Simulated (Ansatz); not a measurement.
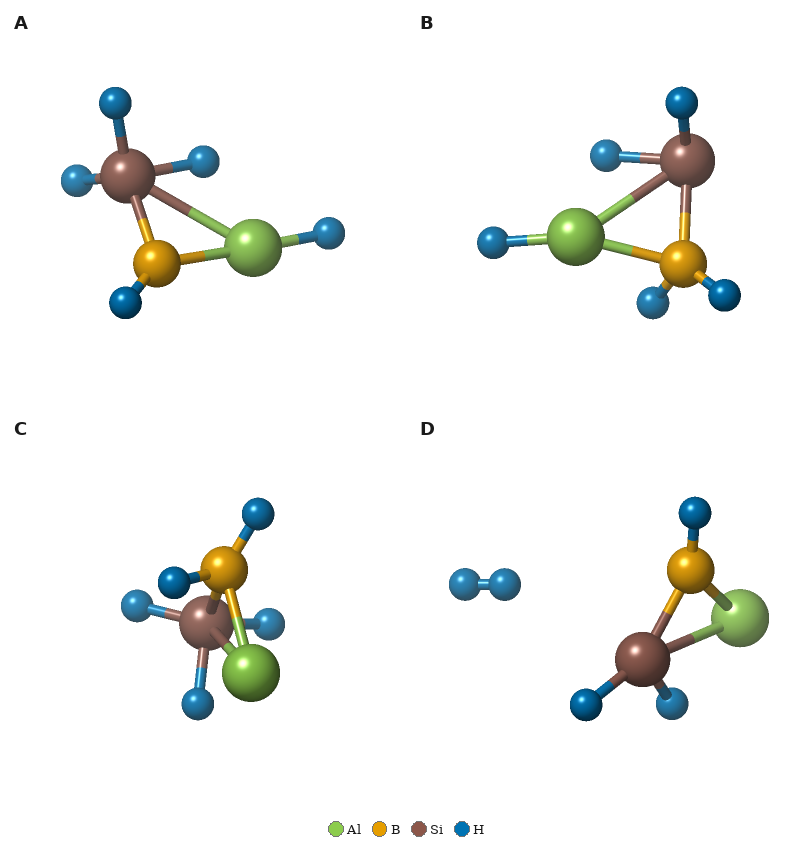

4 stationary structures of one formula. The species is neutral and a spin doublet. Geometries: PBE-D4/def2-SVP. Electronic energies: PBE-D4/def2-SVP (Ansatz 0.2.0), without zero-point energy. No frequency run is at hand to confirm each as a minimum. Each is one conformer, not always the lowest.

Question: Which structure is the most stable?

Answer: C is lowest (C1); B lies 12.2 kcal/mol above it (C1), A lies 16.8 kcal/mol above it (Cs), D lies 40.2 kcal/mol above it (C1).
